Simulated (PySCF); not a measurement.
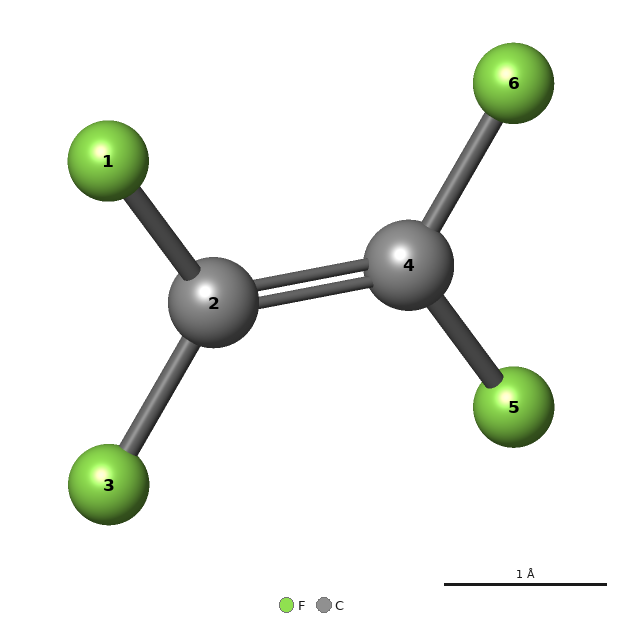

The atoms are numbered. The geometry was computed by an optimisation with PBE0-D3(BJ)/def2-SVP. No frequency run is at hand to confirm it as a minimum.

> What is the geometry at C2?

C2 has 3 neighbours (F1 at 1.31, F3 at 1.31, C4 at 1.33 Å); the arrangement is trigonal planar.

> What is the dihedral angle F1–C2–C4–F5?

180° in size, that is anti.
